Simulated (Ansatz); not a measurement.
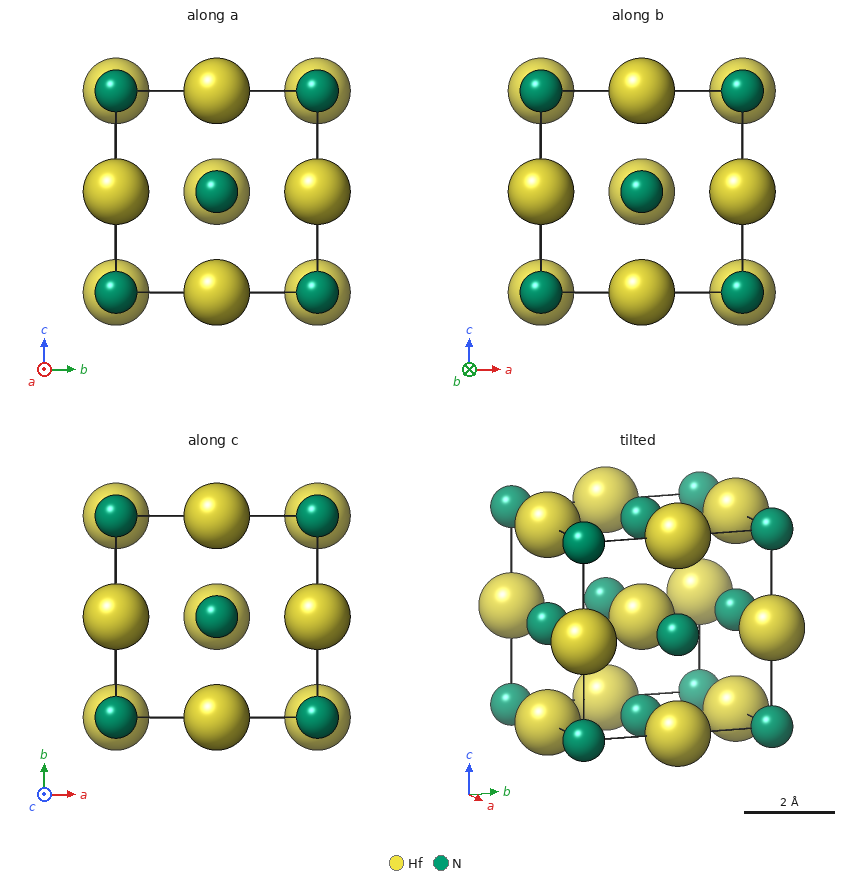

The figure gives a spheres-only picture of the atoms, viewed along the a axis, along the b axis, along the c axis and slightly off an axis. Thin lines show the conventional unit cell, with boundary atoms drawn in all their periodic places.

Lattice parameters: a = 4.502 Å, b = 4.502 Å, c = 4.502 Å, α = 90.00°, β = 90.00°, γ = 90.00°.

Express the structure as a table of Wyckoff sites.

Answer. Space group Fm-3m (No. 225).
```
atom  site       x       y       z
  Hf    4b  0.5000  0.0000  0.0000
   N    4a  0.0000  0.0000  0.0000
```

The cell started as a structure type filled with these elements by a generator (whether the compound takes this form wasn't checked). Relaxation method: DFT PBEsol, scalar-relativistic, plane waves, PAW in Ansatz.
